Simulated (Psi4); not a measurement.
# SiH3Br (SMILES [SiH3]Br) at M06-L/def2-TZVP

Aim: the energy change on altering one bond length of SiH3Br at M06-L/def2-TZVP, from 2 runs. 

Program for the calculation: Psi4 1.11.

10 further runs of the same task are left out: 6 that didn't finish, 4 set aside as unsound or not needed.

## Step 1: The structure to begin with

SiH3Br has 5 atoms, charge 0, and is taken as a singlet. As SMILES, `[SiH3]Br`. Geometry: relaxed at PBE0-D4/def2-TZVP.

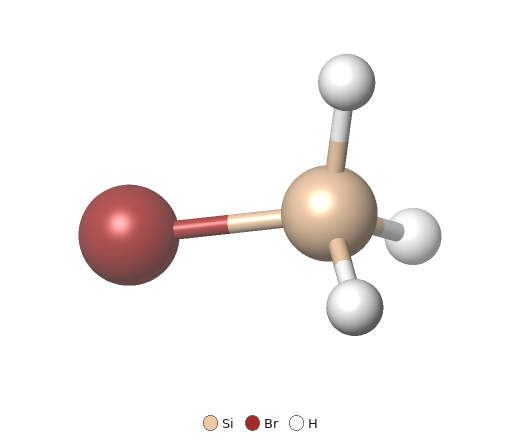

The structure, seen from a chosen angle (silicon light orange, bromine red, hydrogen white).

## Step 2: A single-point energy at M06-L/def2-TZVP

The input, input.dat:

```
memory 2200 mb

molecule {
  0 1
  Si    -0.147420     0.056100    -0.043220
  Br     1.853020    -0.705130     0.543250
  H     -1.064550    -0.105170     1.107850
  H     -0.625550    -0.731350    -1.202270
  H     -0.015510     1.485560    -0.405610
  symmetry c1
  no_reorient
  no_com
}

set basis def2-TZVP
set puream true
set e_convergence 1e-09
set d_convergence 1e-08
set scf_type pk
set dft_radial_points 99
set dft_spherical_points 590

result, w = energy("m06-l", return_wfn=True)
oeprop(w, "DIPOLE", "LOWDIN_CHARGES", "MAYER_INDICES", title="M06-L")
```

Started as:

```console
$ psi4 -i input.dat -o output.dat -n 1
```

output.dat:

```text
[...]
  Running in c1 symmetry.
[...]
  Nuclear repulsion =  150.830234135502508
[...]
  Multiplicity = 1
[...]
  Nalpha       = 26
  Nbeta        = 26
[...]
    Number of basis functions: 103
[...]
   @RKS iter   1: -2865.03704257254731   -1.33345e+00   1.54461e-02 DIIS/ADIIS
[...]
   @RKS iter  11: -2865.40397307901412   -8.18545e-12   5.15800e-09 DIIS
[...]
    Orbital Energies [Eh]
    ---------------------
    Doubly Occupied:
       1A   -482.109010     2A    -65.857623     3A    -62.367287
       4A    -56.072888     5A    -56.070394     6A    -56.070394
       7A     -8.691803     8A     -6.462683     9A     -6.454381
      10A     -6.454381    11A     -5.273938    12A     -3.585404
      13A     -3.581386    14A     -3.581386    15A     -2.534058
      16A     -2.531893    17A     -2.531893    18A     -2.525799
      19A     -2.525799    20A     -0.737707    21A     -0.512324
      22A     -0.349434    23A     -0.349432    24A     -0.344276
      25A     -0.272020    26A     -0.272019
[...]
  @RKS Final Energy: -2865.40397307901412
   => Energetics <=
    Nuclear Repulsion Energy =            150.8302341355025078
    One-Electron Energy =               -4286.7252995498547534
    Two-Electron Energy =                1383.8497951272956925
    DFT Exchange-Correlation Energy =    -113.3587027919577963
    Empirical Dispersion Energy =           0.0000000000000000
    VV10 Nonlocal Energy =                  0.0000000000000000
    Total Energy =                      -2865.4039730790141220
[...]
 Multipole Moments:
 ------------------------------------------------------------------------------------
     Multipole            Electronic (a.u.)      Nuclear  (a.u.)        Total (a.u.)
 ------------------------------------------------------------------------------------
 L = 1.  Multiply by 2.5417464519 to convert [e a0] to [Debye]
 Dipole X            :       -115.8436951          115.4362069           -0.4074882
 Dipole Y            :         44.0819560          -43.9268917            0.1550644
 Dipole Z            :        -33.9618583           33.8424249           -0.1194335
 Magnitude           :                                                    0.4520575
[...]
```

It took 41 s on 1 thread of Intel Xeon Platinum 8259CL at 2.50GHz (Skylake/Cascade Lake), shared host; peak memory 1 GiB.

## Step 3: The distorted shape: energy and gradient at M06-L/def2-TZVP

The input, calc.dat:

```
memory 2200 MB

molecule {
  0 1
  Si    -0.003994     0.292314     0.304465
  Br     1.996446    -0.468916     0.890935
  H     -0.921124     0.131044     1.455535
  H     -0.625550    -0.731350    -1.202270
  H      0.127916     1.721774    -0.057925
  symmetry c1
}

set globals {
  puream true
  e_convergence 1e-09
  d_convergence 1e-08
  scf_type pk
  dft_radial_points 99
  dft_spherical_points 590
}

e_tot, wfn = gradient('m06-l/def2-TZVP', return_wfn=True)
oeprop(wfn, 'LOWDIN_CHARGES', 'WIBERG_LOWDIN_INDICES', 'QUADRUPOLE', title='M06-L')
print_variables()
```

Started as:

```console
$ psi4 calc.dat calc.out -n 1
```

calc.out, cut to the lines that bear on the results:

```text
[...]
  Running in c1 symmetry.
[...]
  Nuclear repulsion =  149.011603674452971
[...]
  Multiplicity = 1
[...]
  Nalpha       = 26
  Nbeta        = 26
[...]
    Number of basis functions: 103
[...]
   @RKS iter   1: -2864.99785680995319   -1.37498e+00   1.54476e-02 ADIIS/DIIS
[...]
   @RKS iter  12: -2865.36449699782679   -3.18323e-12   4.03112e-09 DIIS
[...]
  @RKS Final Energy: -2865.36449699782679
   => Energetics <=
    Nuclear Repulsion Energy =            149.0116036744529708
    One-Electron Energy =               -4282.7059382657462265
    Two-Electron Energy =                1381.5953961405321024
    DFT Exchange-Correlation Energy =    -113.2655585470654671
    Empirical Dispersion Energy =           0.0000000000000000
    VV10 Nonlocal Energy =                  0.0000000000000000
    Total Energy =                      -2865.3644969978267909
[...]
  -Total Gradient:
     Atom            X                  Y                   Z
    ------   -----------------  -----------------  -----------------
       1        0.016459658739     0.031901689908     0.044936375786
       2        0.004336079570    -0.001409570182     0.001523649342
       3       -0.001487670917     0.000890808966     0.004710123435
       4       -0.020500936694    -0.036144290381    -0.052198741077
       5        0.001089221162     0.004796328067     0.000993514369
[...]
 Multipole Moments:
 ------------------------------------------------------------------------------------
     Multipole            Electronic (a.u.)      Nuclear  (a.u.)        Total (a.u.)
 ------------------------------------------------------------------------------------
 L = 1.  Multiply by 2.5417464519 to convert [e a0] to [Debye]
 Dipole X            :          9.9499913          -10.2157535           -0.2657622
 Dipole Y            :         -3.3324087            3.5998904            0.2674816
 Dipole Z            :          3.3940723           -3.2971475            0.0969248
 Magnitude           :                                                    0.3893204
 L = 2.  Multiply by 1.3450342976 to convert [e a0^2] to [Debye ang]
 Quadrupole XX       :       -207.3647364          183.3616247          -24.0031116
 Quadrupole XY       :         62.1256707          -63.1828936           -1.0572228
[...]
```

It took 60 s on 1 thread of Intel Xeon Platinum 8259CL at 2.50GHz (Skylake/Cascade Lake), shared host; peak memory 1 GiB.

## Step 4: Outcome

At M06-L/def2-TZVP:

| quantity | value |
| --- | --- |
| first shape: total energy | -2865.40397 Eh |
| first shape: dipole moment | 1.15 D |
| first shape: HOMO energy | -7.40 eV |
| first shape: LUMO energy | -0.53 eV |
| first shape: HOMO–LUMO gap | 6.88 eV |
| distorted shape: total energy | -2865.36450 Eh |
| distorted shape: dipole moment | 0.99 D |
| distorted shape: HOMO energy | -7.28 eV |
| distorted shape: LUMO energy | -1.18 eV |
| distorted shape: HOMO–LUMO gap | 6.10 eV |
| distorted shape: largest force on an atom | 3.431 eV/Å |
| energy change with the Si1–H4 bond stretched from 1.481 to 1.925 Å | 1.074 eV |

In words: With the Si1–H4 bond stretched from 1.481 to 1.925 Å the energy rises by 1.07 eV (104 kJ/mol). The first shape isn't relaxed at this level, so the change isn't measured from a minimum.
